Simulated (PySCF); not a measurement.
Run report: GeH2Cl2, property calculation

- system: GeH2Cl2, SMILES [H][Ge]([H])([Cl])[Cl]
- method: CCSD/ccECP-aug-cc-pVDZ, RHF, core potentials ccecp (PySCF 2.14.0)

The geometry comes from this level: GFN2-xTB.

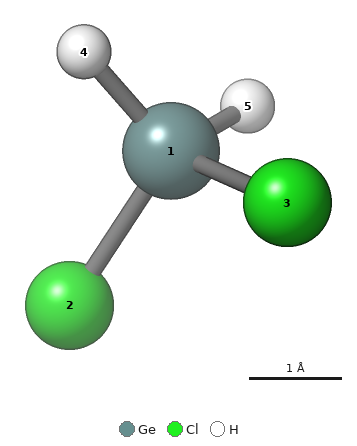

*The input geometry (ball-and-stick view, seen at a tilt; atoms are numbered from 1 in the order of the input). Sticks mark near contacts.*

Bond lengths as drawn: Cl–Ge 2.10 Å and Ge–H 1.51 Å.

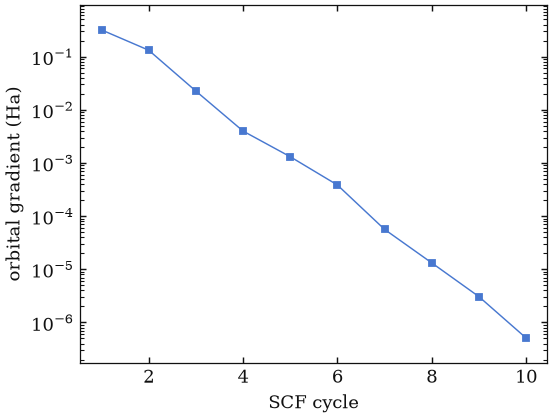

*Convergence of the self-consistent field: orbital gradient against the SCF cycle.*

The residual falls at every step.

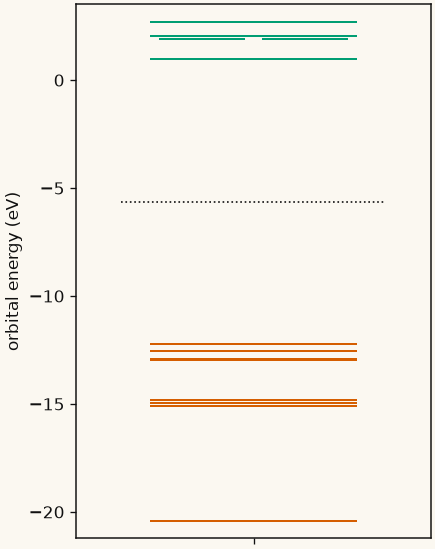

*Orbital energies near the frontier (SCF reference); the dotted line parts filled from empty levels, and levels within 0.02 eV of each other stand side by side.*

Highest filled −12.21 eV, lowest empty 0.96 eV, 13.17 eV apart.

The input and output of the run follow.

Input file (input.py):
```python
from pyscf import gto, scf, cc

molecule = gto.M(
    atom='''
Ge  -0.121530   0.000260  -0.085600
Cl  -0.089600  -0.019950   2.010860
Cl   1.860500   0.013760  -0.772650
H   -0.829210   1.249870  -0.563110
H   -0.820160  -1.243940  -0.589510
''',
    spin=0,
    max_memory=1860,
    ecp='ccecp',
    verbose=4,
    basis='ccecp-aug-cc-pvdz',
)

calc0 = scf.RHF(molecule)
calc0.conv_tol = 1e-10
calc0.kernel()
if not calc0.converged:
    calc0 = calc0.newton().run(calc0.mo_coeff, calc0.mo_occ)

mycc = cc.CCSD(calc0)
mycc.kernel()
energy = mycc.e_tot
print('E = %.10f Eh' % energy)
calc0.analyze()
quad = calc0.quad_moment()
dm_corr = mycc.make_rdm1(ao_repr=True)
dip_corr = calc0.dip_moment(molecule, dm_corr)
```

Command:
```bash
OMP_NUM_THREADS=1 python input.py
```

The program's output:
```
PySCF version 2.14.0

[INPUT] num. atoms = 5
[INPUT] num. electrons = 20
[INPUT] charge = 0
[INPUT] spin (= nelec alpha-beta = 2S) = 0
[INPUT] symmetry False subgroup None
[INPUT] Mole.unit = angstrom
[INPUT] Symbol           X                Y                Z      unit          X                Y                Z       unit  Magmom
[INPUT]  1 Ge    -0.121530000000   0.000260000000  -0.085600000000 AA   -0.229658415918   0.000491328792  -0.161760556263 Bohr   0.0
[INPUT]  2 Cl    -0.089600000000  -0.019950000000   2.010860000000 AA   -0.169319460761  -0.037700036185   3.799974674843 Bohr   0.0
[INPUT]  3 Cl     1.860500000000   0.013760000000  -0.772650000000 AA    3.515835454753   0.026002631474  -1.460096890145 Bohr   0.0
[INPUT]  4 H     -0.829210000000   1.249870000000  -0.563110000000 AA   -1.566979799751   2.361911991310  -1.064123678004 Bohr   0.0
[INPUT]  5 H     -0.820160000000  -1.243940000000  -0.589510000000 AA   -1.549877778323  -2.350705915391  -1.114012447692 Bohr   0.0

nuclear repulsion = 29.7640279988092
number of shells = 34
number of NR pGTOs = 202
number of NR cGTOs = 84
basis = ccecp-aug-cc-pvdz
ecp = ccecp

******** <class 'pyscf.scf.hf.RHF'> ********
method = RHF
initial guess = minao
damping factor = 0
level_shift factor = 0
DIIS = <class 'pyscf.scf.diis.CDIIS'>
diis_start_cycle = 1
diis_space = 8
diis_damp = 0
SCF conv_tol = 1e-10
SCF conv_tol_grad = None
SCF max_cycles = 50
direct_scf = True
direct_scf_tol = 1e-13
Set gradient conv threshold to 1e-05
Initial guess from minao.
init E= -34.1137762021858
  HOMO = -0.358465211833395  LUMO = 0.0277155388183208  gap/eV = 10.50851
cycle= 1 E= -34.3690945402904  delta_E= -0.255  |g|= 0.318  |ddm|= 3.18
  HOMO = -0.451364160749584  LUMO = 0.0270268652094952  gap/eV = 13.01768
cycle= 2 E= -34.4027019419563  delta_E= -0.0336  |g|= 0.132  |ddm|=    1
  HOMO = -0.449010479606105  LUMO = 0.0349116854415084  gap/eV = 13.16819
cycle= 3 E= -34.4086495990441  delta_E= -0.00595  |g|= 0.0225  |ddm|= 0.237
  HOMO = -0.448370830653657  LUMO = 0.0353784851203209  gap/eV = 13.16349
cycle= 4 E= -34.4089655187618  delta_E= -0.000316  |g|= 0.00398  |ddm|= 0.0766
  HOMO = -0.448444954726281  LUMO = 0.0352498626347166  gap/eV = 13.16201
cycle= 5 E= -34.4089785615252  delta_E= -1.3e-05  |g|= 0.00131  |ddm|= 0.0129
  HOMO = -0.448671789923369  LUMO = 0.0352727112051749  gap/eV = 13.16880
cycle= 6 E= -34.4089798976903  delta_E= -1.34e-06  |g|= 0.000385  |ddm|= 0.00394
  HOMO = -0.448637831031201  LUMO = 0.0352793269885781  gap/eV = 13.16806
cycle= 7 E= -34.408980037882  delta_E= -1.4e-07  |g|= 5.63e-05  |ddm|= 0.0016
  HOMO = -0.448633034990224  LUMO = 0.0352818554715595  gap/eV = 13.16799
cycle= 8 E= -34.4089800404148  delta_E= -2.53e-09  |g|= 1.32e-05  |ddm|= 0.000217
  HOMO = -0.448635184059939  LUMO = 0.0352817325045138  gap/eV = 13.16805
cycle= 9 E= -34.4089800405289  delta_E= -1.14e-10  |g|= 3.06e-06  |ddm|= 4.33e-05
  HOMO = -0.448635072037823  LUMO = 0.03528187301326  gap/eV = 13.16805
cycle= 10 E= -34.4089800405369  delta_E= -8.03e-12  |g|= 5.1e-07  |ddm|= 1.26e-05
  HOMO = -0.44863505892926  LUMO = 0.0352818749593995  gap/eV = 13.16805
Extra cycle  E= -34.4089800405369  delta_E= 1.42e-14  |g|= 2.18e-07  |ddm|= 1.25e-06
converged SCF energy = -34.4089800405369

******** <class 'pyscf.cc.ccsd.CCSD'> ********
CC2 = 0
CCSD nocc = 10, nmo = 84
max_cycle = 50
direct = 0
conv_tol = 1e-07
conv_tol_normt = 1e-05
diis_space = 6
diis_start_cycle = 0
diis_start_energy_diff = 1e+09
Init t2, MP2 energy = -34.8137111068798  E_corr(MP2) -0.404731066342885
Init E_corr(CCSD) = -0.404731066342919
cycle = 1  E_corr(CCSD) = -0.432921442069053  dE = -0.0281903757  norm(t1,t2) = 0.0461559
cycle = 2  E_corr(CCSD) = -0.440774338038236  dE = -0.00785289597  norm(t1,t2) = 0.0140369
cycle = 3  E_corr(CCSD) = -0.443125958221148  dE = -0.00235162018  norm(t1,t2) = 0.00584833
cycle = 4  E_corr(CCSD) = -0.443718397953211  dE = -0.000592439732  norm(t1,t2) = 0.00151766
cycle = 5  E_corr(CCSD) = -0.443637809018066  dE = 8.05889351e-05  norm(t1,t2) = 0.000469982
cycle = 6  E_corr(CCSD) = -0.44362884145583  dE = 8.96756224e-06  norm(t1,t2) = 0.000117253
cycle = 7  E_corr(CCSD) = -0.443631758237349  dE = -2.91678152e-06  norm(t1,t2) = 4.34521e-05
cycle = 8  E_corr(CCSD) = -0.443632494420051  dE = -7.36182702e-07  norm(t1,t2) = 1.14237e-05
cycle = 9  E_corr(CCSD) = -0.443632235376984  dE = 2.59043066e-07  norm(t1,t2) = 3.93959e-06
cycle = 10  E_corr(CCSD) = -0.443632237456933  dE = -2.07994888e-09  norm(t1,t2) = 1.66015e-06
CCSD converged
E(CCSD) = -34.85261227799381  E_corr = -0.4436322374569332
E = -34.8526122780 Eh
**** SCF Summaries ****
Total Energy =                         -34.408980040536875
Nuclear Repulsion Energy =              29.764027998809201
One-electron Energy =                 -115.373777528476325
Two-electron Energy =                   51.200769489130252
Two-electron Coulomb Energy =           58.303074780445137
DFT Exchange-Correlation Energy =       -7.102305291314885
HOMO-LUMO gap [eV] =                    13.168050489659143
**** MO energy ****
MO #1   energy= -1.12772026303775  occ= 2
MO #2   energy= -1.09800394355048  occ= 2
MO #3   energy= -0.750282271268693 occ= 2
MO #4   energy= -0.5540438443403   occ= 2
MO #5   energy= -0.550088608400285 occ= 2
MO #6   energy= -0.543945568317422 occ= 2
MO #7   energy= -0.476563401415653 occ= 2
MO #8   energy= -0.475228637344599 occ= 2
MO #9   energy= -0.461607686204581 occ= 2
MO #10  energy= -0.44863505892926  occ= 2
MO #11  energy= 0.0352818749593995 occ= 0
MO #12  energy= 0.0698715249938984 occ= 0
MO #13  energy= 0.0703035984887465 occ= 0
MO #14  energy= 0.0753018337861981 occ= 0
MO #15  energy= 0.0997356093353745 occ= 0
MO #16  energy= 0.119678024410509  occ= 0
MO #17  energy= 0.155593347271671  occ= 0
MO #18  energy= 0.171687500412964  occ= 0
MO #19  energy= 0.22117198246003   occ= 0
MO #20  energy= 0.227391665203415  occ= 0
MO #21  energy= 0.23677354086668   occ= 0
MO #22  energy= 0.275525317876381  occ= 0
MO #23  energy= 0.311241515997578  occ= 0
MO #24  energy= 0.34205122038451   occ= 0
MO #25  energy= 0.354633889769951  occ= 0
MO #26  energy= 0.375693189020851  occ= 0
MO #27  energy= 0.379854588293387  occ= 0
MO #28  energy= 0.384744450071362  occ= 0
MO #29  energy= 0.385858021013091  occ= 0
MO #30  energy= 0.48351201849734   occ= 0
MO #31  energy= 0.49727133763509   occ= 0
MO #32  energy= 0.5116149991516    occ= 0
MO #33  energy= 0.512395376313667  occ= 0
MO #34  energy= 0.540478997716263  occ= 0
MO #35  energy= 0.577318659697481  occ= 0
MO #36  energy= 0.585142639044127  occ= 0
MO #37  energy= 0.594738116646422  occ= 0
MO #38  energy= 0.596467785327352  occ= 0
MO #39  energy= 0.611619005330486  occ= 0
MO #40  energy= 0.669688786005538  occ= 0
MO #41  energy= 0.676465366255459  occ= 0
MO #42  energy= 0.740707434010126  occ= 0
MO #43  energy= 0.754541247658717  occ= 0
MO #44  energy= 0.775074637640323  occ= 0
MO #45  energy= 0.778195046673969  occ= 0
MO #46  energy= 0.792312009149217  occ= 0
MO #47  energy= 0.859934337448376  occ= 0
MO #48  energy= 0.896412495888806  occ= 0
MO #49  energy= 0.940295028077255  occ= 0
MO #50  energy= 1.0176392615498    occ= 0
MO #51  energy= 1.15705893964235   occ= 0
MO #52  energy= 1.18446520117669   occ= 0
MO #53  energy= 1.19574015004745   occ= 0
MO #54  energy= 1.26107106263301   occ= 0
MO #55  energy= 1.33994239066791   occ= 0
MO #56  energy= 1.40048705900408   occ= 0
MO #57  energy= 1.50786919003509   occ= 0
MO #58  energy= 1.51057457852378   occ= 0
MO #59  energy= 1.51882660952915   occ= 0
MO #60  energy= 1.52076621590238   occ= 0
MO #61  energy= 1.53790592116653   occ= 0
MO #62  energy= 1.5492012902932    occ= 0
MO #63  energy= 1.56192041344411   occ= 0
MO #64  energy= 1.63673748593893   occ= 0
MO #65  energy= 1.68350541374396   occ= 0
MO #66  energy= 1.81409705792981   occ= 0
MO #67  energy= 1.84339432207174   occ= 0
MO #68  energy= 1.94177736491923   occ= 0
MO #69  energy= 2.01264456824152   occ= 0
MO #70  energy= 2.03981863160538   occ= 0
MO #71  energy= 2.08296771632065   occ= 0
MO #72  energy= 2.17484031688892   occ= 0
MO #73  energy= 2.25594090423377   occ= 0
MO #74  energy= 2.26128631709278   occ= 0
MO #75  energy= 2.338324221209     occ= 0
MO #76  energy= 2.36966733925616   occ= 0
MO #77  energy= 2.44698321153095   occ= 0
MO #78  energy= 2.51719490627923   occ= 0
MO #79  energy= 2.53049613715805   occ= 0
MO #80  energy= 2.59068396597919   occ= 0
MO #81  energy= 2.70584892532182   occ= 0
MO #82  energy= 7.57414660531666   occ= 0
MO #83  energy= 13.2227260249833   occ= 0
MO #84  energy= 13.3475303033869   occ= 0
 ** Mulliken pop on meta-lowdin orthogonal AOs  **
 ** Mulliken pop  **
pop of  0 Ge 4s           1.03424
pop of  0 Ge 5s           0.00706
pop of  0 Ge 6s           0.00132
pop of  0 Ge 4px          0.60008
pop of  0 Ge 4py          0.85234
pop of  0 Ge 4pz          0.55481
pop of  0 Ge 5px          0.01124
pop of  0 Ge 5py          0.00945
pop of  0 Ge 5pz          0.01127
pop of  0 Ge 6px          0.00678
pop of  0 Ge 6py          0.01129
pop of  0 Ge 6pz          0.00580
pop of  0 Ge 4dxy         0.00644
pop of  0 Ge 4dyz         0.00538
pop of  0 Ge 4dz^2        0.00774
pop of  0 Ge 4dxz         0.00690
pop of  0 Ge 4dx2-y2      0.00531
pop of  0 Ge 5dxy         0.00283
pop of  0 Ge 5dyz         0.00220
pop of  0 Ge 5dz^2        0.00099
pop of  0 Ge 5dxz         0.00163
pop of  0 Ge 5dx2-y2      0.00074
pop of  1 Cl 3s           1.84279
pop of  1 Cl 4s           0.00009
pop of  1 Cl 5s           0.00095
pop of  1 Cl 3px          1.93662
pop of  1 Cl 3py          1.94852
pop of  1 Cl 3pz          1.55801
pop of  1 Cl 4px          0.00102
pop of  1 Cl 4py          0.00121
pop of  1 Cl 4pz          0.00038
pop of  1 Cl 5px          0.00036
pop of  1 Cl 5py          0.00041
pop of  1 Cl 5pz          0.00053
pop of  1 Cl 3dxy         0.00001
pop of  1 Cl 3dyz         0.00151
pop of  1 Cl 3dz^2        0.00799
pop of  1 Cl 3dxz         0.00161
pop of  1 Cl 3dx2-y2      0.00002
pop of  1 Cl 4dxy         0.00008
pop of  1 Cl 4dyz         0.00184
pop of  1 Cl 4dz^2        0.01075
pop of  1 Cl 4dxz         0.00210
pop of  1 Cl 4dx2-y2      0.00008
pop of  2 Cl 3s           1.84305
pop of  2 Cl 4s           0.00009
pop of  2 Cl 5s           0.00095
pop of  2 Cl 3px          1.60064
pop of  2 Cl 3py          1.94855
pop of  2 Cl 3pz          1.89380
pop of  2 Cl 4px          0.00042
pop of  2 Cl 4py          0.00121
pop of  2 Cl 4pz          0.00097
pop of  2 Cl 5px          0.00047
pop of  2 Cl 5py          0.00041
pop of  2 Cl 5pz          0.00042
pop of  2 Cl 3dxy         0.00135
pop of  2 Cl 3dyz         0.00017
pop of  2 Cl 3dz^2        0.00131
pop of  2 Cl 3dxz         0.00340
pop of  2 Cl 3dx2-y2      0.00489
pop of  2 Cl 4dxy         0.00161
pop of  2 Cl 4dyz         0.00031
pop of  2 Cl 4dz^2        0.00166
pop of  2 Cl 4dxz         0.00461
pop of  2 Cl 4dx2-y2      0.00664
pop of  3 H 1s            1.09125
pop of  3 H 2s            0.00881
pop of  3 H 3s            0.00045
pop of  3 H 2px           0.00163
pop of  3 H 2py           0.00412
pop of  3 H 2pz           0.00103
pop of  3 H 3px           0.00114
pop of  3 H 3py           0.00073
pop of  3 H 3pz           0.00103
pop of  4 H 1s            1.09122
pop of  4 H 2s            0.00881
pop of  4 H 3s            0.00045
pop of  4 H 2px           0.00160
pop of  4 H 2py           0.00409
pop of  4 H 2pz           0.00108
pop of  4 H 3px           0.00114
pop of  4 H 3py           0.00073
pop of  4 H 3pz           0.00103
 ** Mulliken atomic charges  **
charge of    0Ge =      0.85414
charge of    1Cl =     -0.31687
charge of    2Cl =     -0.31693
charge of    3H =     -0.11019
charge of    4H =     -0.11016
Dipole moment(X, Y, Z, Debye): -1.52778,  0.00433, -1.06950
Traceless quadrupole moment (Debye*A):

cycle = 1  norm(lambda1,lambda2) = 0.0108147
cycle = 2  norm(lambda1,lambda2) = 0.00217862
cycle = 3  norm(lambda1,lambda2) = 0.000998645
cycle = 4  norm(lambda1,lambda2) = 0.000225195
cycle = 5  norm(lambda1,lambda2) = 8.86898e-05
cycle = 6  norm(lambda1,lambda2) = 2.16154e-05
cycle = 7  norm(lambda1,lambda2) = 8.4026e-06
Dipole moment(X, Y, Z, Debye): -1.32833,  0.00373, -0.92998
```

Summary:

```csv
quantity,value
outcome,converged
total energy,−34.852612 hartree
SCF energy,−34.408980 hartree
correlation energy,−0.443632 hartree
basis functions,84
T1 diagnostic,0.009
HOMO of the SCF reference,−12.21 eV
LUMO of the SCF reference,0.96 eV
hardware,"1 thread of Intel Xeon @ 2.50GHz (Skylake/Cascade Lake), 16 GiB of memory available, shared host"
wall time,21 s
peak memory,0.48 GiB
```
